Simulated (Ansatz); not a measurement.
# AlH5O2Si: molecular dynamics

The plan is to follow the molecule's vibrations and see whether its bonds hold. The start is relaxed first. Runs: 500 steps of 0.5 fs at constant energy, with velocities drawn for 2000 K.

Program: Ansatz 0.2.0. Level of theory: RKS PBE/6-31G. These are calculated values, not measurements.

### Step 1. The system as given

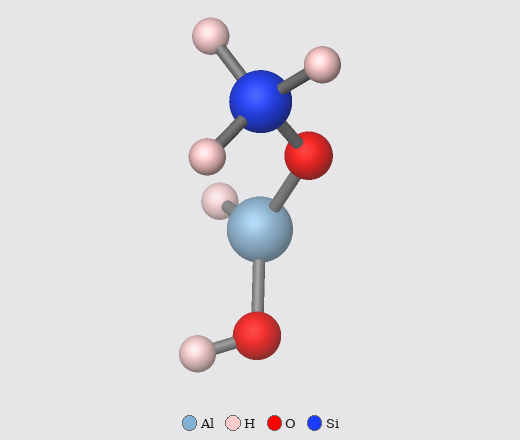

The starting structure, seen from a free direction (aluminium light blue, hydrogen pink, oxygen red, silicon blue).

Structure file:

```xyz
9

Al    0.0000    0.0000    0.0000
H     0.0000    0.0000    1.5600
O     1.5415    0.0000   -0.8900
Si    2.3874   -1.3760   -1.3520
H     1.4599   -2.3514   -1.9176
H     3.3882   -1.0195   -2.3535
H     3.0504   -1.9546   -0.1870
O    -1.5415    0.0000   -0.8900
H    -2.0512   -0.8467   -0.6815
```

### Step 2. Relaxing the start

input.yaml

```yaml
crystal:
  periodic: [false, false, false]
  atoms:
    - { symbol: Al, position_ang: [0.0, 0.0, 0.0] }
    - { symbol: H, position_ang: [0.0, 0.0, 1.56] }
    - { symbol: O, position_ang: [1.5415, 0.0, -0.89] }
    - { symbol: Si, position_ang: [2.3874, -1.376, -1.352] }
    - { symbol: H, position_ang: [1.4599, -2.3514, -1.9176] }
    - { symbol: H, position_ang: [3.3882, -1.0195, -2.3535] }
    - { symbol: H, position_ang: [3.0504, -1.9546, -0.187] }
    - { symbol: O, position_ang: [-1.5415, 0.0, -0.89] }
    - { symbol: H, position_ang: [-2.0512, -0.8467, -0.6815] }
basis:
  gaussian: { orbitals: "6-31G" }
hamiltonian:
  xc: pbe
relax:
  f_tol: 0.02
  max_steps: 40
```

The run is started by

```console
> ansatz run input.yaml --threads 1 --pin off --max-ram 2048MiB --backend cpu --events-out ev --progress --plain --runs-dir out
```

What it wrote (excerpt; [...] marks lines left out):

```text
Warning: RAYON_NUM_THREADS=1 ignored (pool sized by the plan → 1); use --threads N
[...]
Functional definition: PBE
[...]
652 factors; integrals over basis functions are off by at most 1.4e-4 eV
[...]
mean field -18636.46311911 eV, -684.8773873789 hartree, gradient 2.3e-5 eV, S^2 0.000000; 0 other end points of the search recorded, 0 dependent functions left out
[...]
reference -18636.46317044 eV, -684.8773892652 hartree; 24, 24 occupied and 30, 30 virtual orbitals, 652 factors
relax step   1: F+E_penalty+E_count = -18636.46311911 eV  Δ(F+E_penalty+E_count) = +0.000e0 eV  max|allowed force component| = 1.704e0 eV/Å  Δτ_max = 0.0000 Å  (25 SCF iters, accepted)
[...]
relax step   3: F+E_penalty+E_count = -18636.80836797 eV  Δ(F+E_penalty+E_count) = -9.577e-2 eV  max|allowed force component| = 1.334e0 eV/Å  Δτ_max = 0.1949 Å  (26 SCF iters, accepted)
[...]
relax step   5: F+E_penalty+E_count = -18637.04547472 eV  Δ(F+E_penalty+E_count) = -1.098e-1 eV  max|allowed force component| = 1.008e0 eV/Å  Δτ_max = 0.1917 Å  (27 SCF iters, accepted)
[...]
relax step   7: F+E_penalty+E_count = -18637.17310929 eV  Δ(F+E_penalty+E_count) = -4.444e-2 eV  max|allowed force component| = 1.585e-1 eV/Å  Δτ_max = 0.1999 Å  (26 SCF iters, accepted)
[...]
relax step   9: F+E_penalty+E_count = -18637.17935762 eV  Δ(F+E_penalty+E_count) = -6.248e-3 eV  max|allowed force component| = 1.268e-1 eV/Å  Δτ_max = 0.0729 Å  (26 SCF iters, accepted)
[...]
relax step  10: F+E_penalty+E_count = -18637.18168771 eV  Δ(F+E_penalty+E_count) = -2.330e-3 eV  max|allowed force component| = 2.761e-2 eV/Å  Δτ_max = 0.0445 Å  (27 SCF iters, accepted)
[...]
relax step  11: F+E_penalty+E_count = -18637.18188418 eV  Δ(F+E_penalty+E_count) = -1.965e-4 eV  max|allowed force component| = 2.732e-3 eV/Å  Δτ_max = 0.0141 Å  (22 SCF iters, accepted)
652 factors; integrals over basis functions are off by at most 1.6e-4 eV
[...]
mean field -18637.18188418 eV, -684.9038015079 hartree, gradient 1.5e-5 eV, S^2 0.000000; 1 other end points of the search recorded, 0 dependent functions left out
[...]
reference -18637.18193491 eV, -684.9038033724 hartree; 24, 24 occupied and 30, 30 virtual orbitals, 652 factors
Total energy: -18637.18193491 eV, -684.9038033724 hartree
Atom 0 at    -0.156321    -0.134759     0.131005 Å, force     0.001136    -0.001230    -0.001356 eV/Å
Atom 1 at    -0.110362     0.617143     1.545045 Å, force    -0.000686     0.000777    -0.000578 eV/Å
Atom 2 at     1.288179    -0.788785    -0.522161 Å, force    -0.000770     0.000228     0.002732 eV/Å
Atom 3 at     2.550358    -1.536988    -1.395689 Å, force    -0.001228     0.000564     0.000132 eV/Å
Atom 4 at     2.022262    -2.659134    -2.270969 Å, force     0.000128     0.000051    -0.000001 eV/Å
Atom 5 at     3.246258    -0.518693    -2.279257 Å, force    -0.000939    -0.000063     0.000679 eV/Å
Atom 6 at     3.565089    -2.117638    -0.429288 Å, force     0.000778    -0.000437    -0.001534 eV/Å
Atom 7 at    -1.615533    -0.317353    -0.775381 Å, force    -0.000737     0.000529     0.000624 eV/Å
Atom 8 at    -2.555230    -0.091994    -0.714905 Å, force     0.002319    -0.000421    -0.000698 eV/Å
Dipole moment:    -0.215306     0.085820     0.079337 e Å
```

It took 25 s on 1 thread of Arm Neoverse V2, shared host; peak memory 0.13 GiB.

Step by step:

| step | energy from step 1 (eV) | largest force component (eV/Å) |
| --- | --- | --- |
| 1 | 0.0000 | 1.7036 |
| 2 | -0.2495 | 1.3432 |
| 3 | -0.3452 | 1.3339 |
| 4 | -0.4726 | 0.7126 |
| 5 | -0.5824 | 1.0079 |
| 6 | -0.6655 | 0.3676 |
| 7 | -0.7100 | 0.1585 |
| 8x | -0.7076 | 0.6017 |
| 9 | -0.7162 | 0.1268 |
| 10 | -0.7186 | 0.0276 |
| 11 | -0.7188 | 0.0027 |

Step 1 is the start. 1 step was tried and not accepted (marked x).

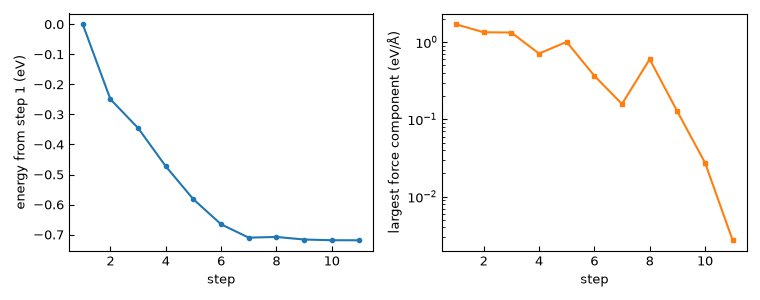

Energy and largest force along the relaxation.

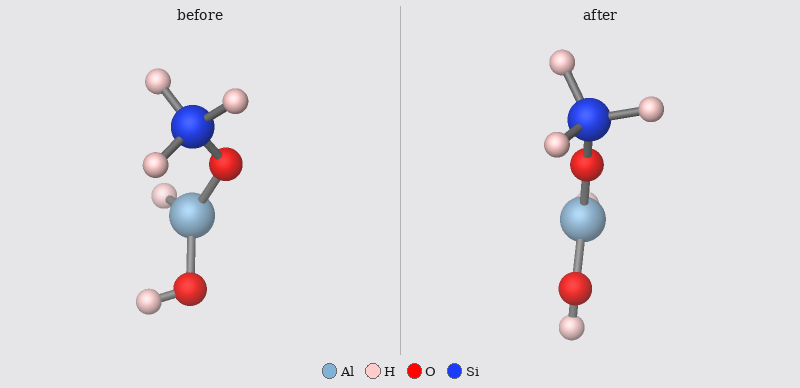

The structure before (left) and after (right), drawn at the same scale.

After: Bond lengths: Al1–H2 1.602 Å, Al1–O3 1.715 Å, O3–Si4 1.708 Å, Si4–H5 1.518 Å, Si4–H6 1.517 Å, Si4–H7 1.517 Å, Al1–O8 1.727 Å, O8–H9 0.968 Å. Angles: H2–Al1–O3 119.4°, H2–Al1–O8 122.5°, O3–Al1–O8 118.1°, Al1–O3–Si4 169.9°, O3–Si4–H5 111.2°, O3–Si4–H6 110.1°, O3–Si4–H7 109.7°, H5–Si4–H6 108.7°, H5–Si4–H7 108.5°, H6–Si4–H7 108.7°, Al1–O8–H9 139.7°.

### Step 3. The run

500 steps of 0.5 fs at constant energy, with velocities drawn for 2000 K, from the relaxed start.

input.yaml

```yaml
crystal:
  periodic: [false, false, false]
  atoms:
    - { symbol: Al, position_ang: [-0.156321, -0.134759, 0.131005] }
    - { symbol: H, position_ang: [-0.110362, 0.617143, 1.545045] }
    - { symbol: O, position_ang: [1.288179, -0.788785, -0.522161] }
    - { symbol: Si, position_ang: [2.550358, -1.536988, -1.395689] }
    - { symbol: H, position_ang: [2.022262, -2.659134, -2.270969] }
    - { symbol: H, position_ang: [3.246258, -0.518693, -2.279257] }
    - { symbol: H, position_ang: [3.565089, -2.117638, -0.429288] }
    - { symbol: O, position_ang: [-1.615533, -0.317353, -0.775381] }
    - { symbol: H, position_ang: [-2.55523, -0.091994, -0.714905] }
basis:
  gaussian: { orbitals: "6-31G" }
hamiltonian:
  xc: pbe
md:
  timestep: 0.5
  n_steps: 500
  ensemble: nve
  temperature: 2000.0
  initial_velocities: maxwell_boltzmann
  seed: 272373
```

The run is started by

```console
> ansatz run input.yaml --threads 1 --pin off --max-ram 2048MiB --backend cpu --events-out ev --progress --plain --runs-dir out
```

What it wrote (excerpt; [...] marks lines left out):

```text
Warning: RAYON_NUM_THREADS=1 ignored (pool sized by the plan → 1); use --threads N
[...]
[... 1 set-up line as earlier in the session ...]
[...]
653 factors; integrals over basis functions are off by at most 1.6e-4 eV
[...]
mean field -18637.18184170 eV, -684.9037999469 hartree, gradient 2.8e-5 eV, S^2 0.000000; 0 other end points of the search recorded, 0 dependent functions left out
[...]
reference -18637.18189239 eV, -684.9038018096 hartree; 24, 24 occupied and 30, 30 virtual orbitals, 653 factors
md step     0: t =     0.00 fs  T =  2000.0 K  F+E_penalty+E_count = -18637.18184170 eV  E_kin = 1.809640 eV  conserved = -18635.37220171 eV  (24 SCF iters)
[...]
md step    20: t =    10.00 fs  T =   836.7 K  F+E_penalty+E_count = -18636.12515320 eV  E_kin = 0.757092 eV  conserved = -18635.36806164 eV  (28 SCF iters)
[...]
md step    40: t =    20.00 fs  T =  1102.1 K  F+E_penalty+E_count = -18636.36353350 eV  E_kin = 0.997161 eV  conserved = -18635.36637298 eV  (27 SCF iters)
[...]
md step    60: t =    30.00 fs  T =   841.4 K  F+E_penalty+E_count = -18636.12845609 eV  E_kin = 0.761351 eV  conserved = -18635.36710552 eV  (28 SCF iters)
[...]
md step    79: t =    39.50 fs  T =   949.1 K  F+E_penalty+E_count = -18636.22758612 eV  E_kin = 0.858789 eV  conserved = -18635.36879695 eV  (28 SCF iters)
md step    80: t =    40.00 fs  T =   996.0 K  F+E_penalty+E_count = -18636.27026879 eV  E_kin = 0.901210 eV  conserved = -18635.36905866 eV  (28 SCF iters)
```

### Step 4. More of the same log: dynamics from the start

Output, continued (excerpt; [...] marks lines left out):

```text
md step    81: t =    40.50 fs  T =  1038.4 K  F+E_penalty+E_count = -18636.30900040 eV  E_kin = 0.939576 eV  conserved = -18635.36942481 eV  (27 SCF iters)
[...]
md step   107: t =    53.50 fs  T =   990.6 K  F+E_penalty+E_count = -18636.26370901 eV  E_kin = 0.896311 eV  conserved = -18635.36739838 eV  (28 SCF iters)
[...]
md step   133: t =    66.50 fs  T =  1019.6 K  F+E_penalty+E_count = -18636.29208127 eV  E_kin = 0.922564 eV  conserved = -18635.36951752 eV  (27 SCF iters)
[...]
md step   159: t =    79.50 fs  T =  1512.9 K  F+E_penalty+E_count = -18636.73758967 eV  E_kin = 1.368867 eV  conserved = -18635.36872240 eV  (27 SCF iters)
[...]
md step   183: t =    91.50 fs  T =  1162.1 K  F+E_penalty+E_count = -18636.42071746 eV  E_kin = 1.051489 eV  conserved = -18635.36922825 eV  (27 SCF iters)
md step   184: t =    92.00 fs  T =  1037.9 K  F+E_penalty+E_count = -18636.30725854 eV  E_kin = 0.939108 eV  conserved = -18635.36815096 eV  (28 SCF iters)
```

### Step 5. The log goes on: dynamics from the start

Output, continued (excerpt; [...] marks lines left out):

```text
md step   185: t =    92.50 fs  T =   923.7 K  F+E_penalty+E_count = -18636.20303320 eV  E_kin = 0.835826 eV  conserved = -18635.36720680 eV  (28 SCF iters)
[...]
md step   206: t =   103.00 fs  T =   749.9 K  F+E_penalty+E_count = -18636.04473577 eV  E_kin = 0.678500 eV  conserved = -18635.36623579 eV  (28 SCF iters)
[...]
md step   227: t =   113.50 fs  T =  1066.8 K  F+E_penalty+E_count = -18636.33434291 eV  E_kin = 0.965238 eV  conserved = -18635.36910512 eV  (27 SCF iters)
[...]
md step   248: t =   124.00 fs  T =  1059.4 K  F+E_penalty+E_count = -18636.32666888 eV  E_kin = 0.958591 eV  conserved = -18635.36807768 eV  (27 SCF iters)
[...]
md step   499: t =   249.50 fs  T =   965.4 K  F+E_penalty+E_count = -18636.24215549 eV  E_kin = 0.873548 eV  conserved = -18635.36860711 eV  (28 SCF iters)
[...]
Total energy: -18636.26437542 eV, -684.8700836830 hartree
Atom 0 at    -0.188446     0.000044    -0.262042 Å, force    -0.978550     1.822409     0.568680 eV/Å
Atom 1 at     0.347743     1.675633    -0.047903 Å, force    -0.952986    -1.276466     0.088678 eV/Å
Atom 2 at     1.200912    -0.571998    -1.086940 Å, force     2.123915    -2.146006    -0.227115 eV/Å
Atom 3 at     2.694529    -1.599431    -1.215172 Å, force    -1.422173     1.203797    -1.944868 eV/Å
Atom 4 at     3.174925    -2.169027    -0.004342 Å, force     0.106352    -0.746070     1.865942 eV/Å
Atom 5 at     2.610594    -2.711508    -2.258418 Å, force    -0.447702     0.068355     0.177315 eV/Å
Atom 6 at     3.939100    -0.898861    -1.695585 Å, force    -0.150888     0.646939    -0.104411 eV/Å
Atom 7 at    -1.819987    -0.633027     0.081056 Å, force     2.501130     0.902757    -1.287494 eV/Å
Atom 8 at    -2.431143    -0.965567     0.718944 Å, force    -0.779100    -0.475717     0.863274 eV/Å
Dipole moment:    -0.091959    -0.350962     0.414213 e Å
```

Wall time 16 min (1 thread of Arm Neoverse V2, shared host); peak memory 0.1 GiB.

### Step 6. The trajectory

One step in 36; energies are changes from step 0:

| time (fs) | T (K) | potential energy change (meV/atom) | total energy change (meV/atom) |
| --- | --- | --- | --- |
| 0.0 | 2000 | 0.0 | 0.00 |
| 18.0 | 1464 | 54.0 | 0.13 |
| 36.0 | 892 | 111.8 | 0.47 |
| 54.0 | 1080 | 92.9 | 0.40 |
| 72.0 | 1288 | 71.7 | 0.14 |
| 90.0 | 1417 | 58.7 | 0.08 |
| 108.0 | 1145 | 86.3 | 0.31 |
| 126.0 | 1110 | 89.9 | 0.38 |
| 144.0 | 1200 | 80.6 | 0.25 |
| 162.0 | 1266 | 74.1 | 0.28 |
| 180.0 | 923 | 108.7 | 0.34 |
| 198.0 | 1264 | 74.2 | 0.20 |
| 216.0 | 1405 | 60.0 | 0.18 |
| 234.0 | 1143 | 86.5 | 0.31 |
| 250.0 | 990 | 101.9 | 0.43 |

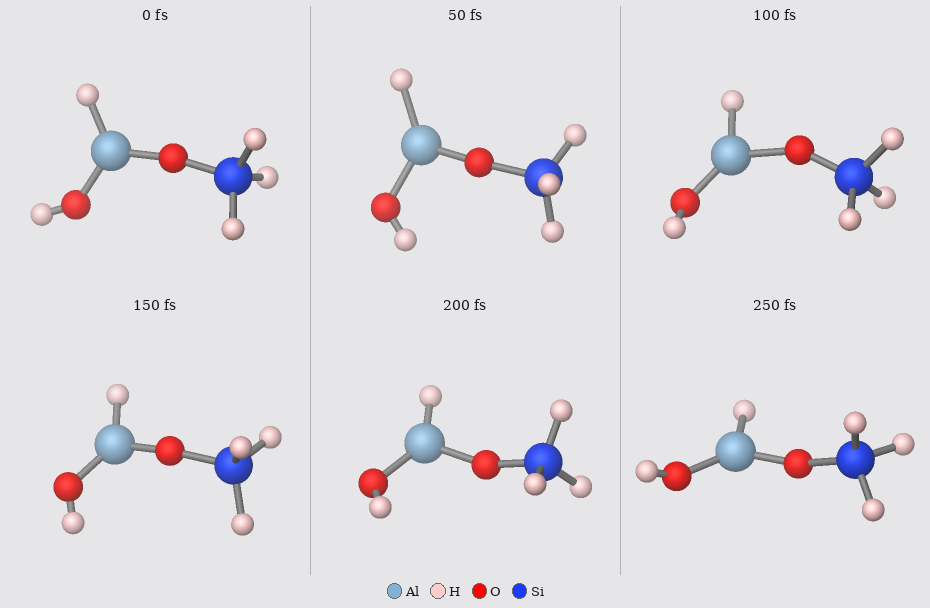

The system at six times, viewed from a chosen angle. Sticks join atoms within a bonding distance in each frame.

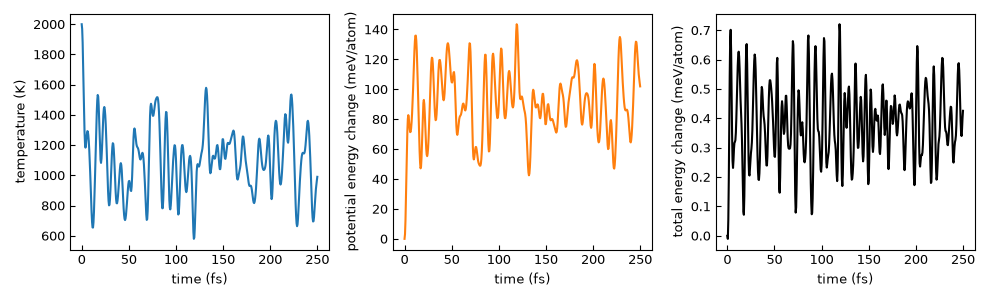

Time series of the run, each on its own scale.

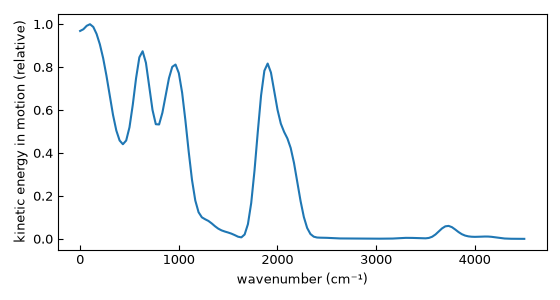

Power spectrum of the mass-weighted velocities; a run of 250 fs resolves no finer than about 270 cm⁻¹.

Maxima of the velocity power spectrum (cm⁻¹, relative height; resolution about 270 cm⁻¹): 630 (87), 970 (81), 1900 (82).

### Step 7. Positions and forces

Positions (Å) and forces (eV/Å):

```xyz
9
time_fs=31.0 T=981 dE=0.9259
Al   -0.153   -0.034    0.193    2.211    1.592    1.460
H     0.262    1.193    1.433   -0.695   -1.275   -1.141
O     1.182   -0.861   -0.598   -0.698    0.535    0.234
Si    2.508   -1.525   -1.401    0.152   -1.130   -1.487
H     2.277   -2.013   -2.964   -0.252    0.160    1.617
H     3.675   -0.690   -1.678    0.615    1.141    0.064
H     3.093   -2.547   -0.474   -0.084   -0.560   -0.042
O    -1.566   -0.412   -0.738   -0.169   -1.025   -0.940
H    -1.147   -1.084   -1.385   -1.082    0.562    0.235
9
time_fs=62.5 T=1105 dE=0.8142
Al   -0.123    0.040    0.104   -0.245   -0.298    1.061
H    -0.561    0.827    1.516    0.755   -0.211   -0.753
O     1.210   -0.835   -0.560    0.532   -0.009    0.358
Si    2.510   -1.556   -1.389   -0.379    1.188   -2.813
H     2.365   -1.149   -3.074   -0.020   -0.764    2.022
H     3.781   -0.924   -1.092    1.013    0.822    0.507
H     2.900   -2.975   -1.211   -0.595   -0.761    0.181
O    -1.558   -0.509   -0.631   -0.592    0.850    0.845
H    -1.779   -0.914   -1.450   -0.468   -0.817   -1.407
9
time_fs=94.0 T=775 dE=1.1143
Al   -0.155   -0.070    0.020   -0.853   -2.445   -2.262
H     0.359    1.123    0.658    0.031    2.350    1.493
O     1.456   -0.714   -0.433   -1.615    0.431    0.306
Si    2.560   -1.536   -1.400   -0.312    0.027   -3.237
H     2.879   -0.913   -3.021   -0.452   -0.469    2.177
H     3.825   -1.720   -0.741    1.269   -0.004    0.714
H     1.998   -2.889   -1.739   -0.044   -0.359   -0.030
O    -1.832   -0.452   -0.572    1.070   -0.309    0.489
H    -2.426   -1.196   -0.870    0.906    0.778    0.350
9
time_fs=125.0 T=1068 dE=0.8474
Al   -0.137   -0.002   -0.093   -2.779    0.051    0.407
H    -0.591    1.231    0.859    0.795    0.008   -0.135
O     1.394   -0.700   -0.408    1.558   -1.117   -1.320
Si    2.625   -1.597   -1.417   -1.563    3.778   -0.974
H     3.424   -0.501   -2.436   -0.706   -1.203    1.390
H     3.470   -2.270   -0.490    1.070   -0.908    0.911
H     1.877   -2.387   -2.421   -0.209   -0.696   -0.209
O    -1.857   -0.506   -0.405    2.305    1.017    0.519
H    -2.468   -1.142   -0.758   -0.472   -0.931   -0.590
9
time_fs=156.0 T=1210 dE=0.7184
Al   -0.109    0.107   -0.082   -1.110    2.315    1.229
H     0.292    1.710    0.665   -0.730   -1.631   -0.659
O     1.149   -0.794   -0.629    2.936   -1.950   -1.558
Si    2.566   -1.571   -1.355   -1.329    3.177    0.370
H     3.587   -0.423   -1.248    0.135   -0.506   -0.212
H     2.912   -2.644   -0.492    0.552   -1.593    0.825
H     2.337   -1.878   -2.799   -0.055   -0.305   -0.262
O    -1.644   -0.684   -0.327   -0.932   -0.132   -0.980
H    -2.000   -1.181   -1.127    0.533    0.625    1.248
9
time_fs=187.5 T=1201 dE=0.7247
Al   -0.129    0.157   -0.071    0.342    1.392    0.129
H    -0.044    1.648    0.617    0.070   -0.516   -0.242
O     0.998   -0.821   -0.909    3.196   -0.906   -0.283
Si    2.650   -1.569   -1.289   -3.781    1.057   -0.468
H     3.771   -1.148   -0.503    1.217    0.811    0.774
H     2.437   -2.969   -1.015   -0.050   -1.382    0.297
H     2.728   -1.423   -2.764    0.438    0.217   -0.420
O    -1.625   -0.675   -0.250   -1.054    0.769    0.579
H    -1.497   -1.624   -0.257   -0.379   -1.441   -0.366
9
time_fs=219.0 T=1216 dE=0.7148
Al   -0.133    0.040   -0.237   -1.938   -0.499    0.527
H     0.051    1.256    0.542    0.351    2.141    1.215
O     1.149   -0.654   -0.983    2.912   -2.031   -1.708
Si    2.633   -1.571   -1.240   -2.011    0.839   -2.044
H     3.238   -1.541    0.003    1.523    0.061    2.424
H     2.504   -2.980   -1.679   -0.527   -0.682    0.006
H     3.463   -1.056   -2.378    0.134    0.527   -0.026
O    -1.718   -0.642    0.036   -1.004   -0.934   -1.746
H    -2.212   -1.162   -0.686    0.560    0.578    1.351
9
time_fs=250.0 T=990 dE=0.9175
Al   -0.188    0.000   -0.262   -0.979    1.822    0.569
H     0.348    1.676   -0.048   -0.953   -1.276    0.089
O     1.201   -0.572   -1.087    2.124   -2.146   -0.227
Si    2.695   -1.599   -1.215   -1.422    1.204   -1.945
H     3.175   -2.169   -0.004    0.106   -0.746    1.866
H     2.611   -2.712   -2.258   -0.448    0.068    0.177
H     3.939   -0.899   -1.696   -0.151    0.647   -0.104
O    -1.820   -0.633    0.081    2.501    0.903   -1.288
H    -2.431   -0.966    0.719   -0.779   -0.476    0.863
```

### Step 8. Results

| quantity | value |
| --- | --- |
| relaxation of the start | 9 moves, 0.719 eV lower |
| length | 500 steps of 0.5 fs |
| temperature, first and last step | 2000 and 990 K |
| temperature, second half | mean 1121 K, from 663 to 1579 K |
| potential energy, second half | +89 meV/atom from the start |
| largest change of the total energy | 0.72 meV/atom |
| bonds formed or broken | 0 |

What this shows: The temperature starts at 2000 K and averages 1121 K in the second half, where it ranges from 663 to 1579 K; a mean near half the start is what vibrations about a minimum give, since they share energy equally between motion and strain. The total energy strays from its start by at most 0.72 meV/atom, 0.6 % of the mean kinetic energy, so a step of 0.5 fs is short enough over this time. No bond forms or breaks. A run of 250 fs with 9 atoms shows the motion but fixes no equilibrium value. The nuclei move classically, without zero-point motion, which matters most for hydrogen. In so small a basis the energies are only a sketch.
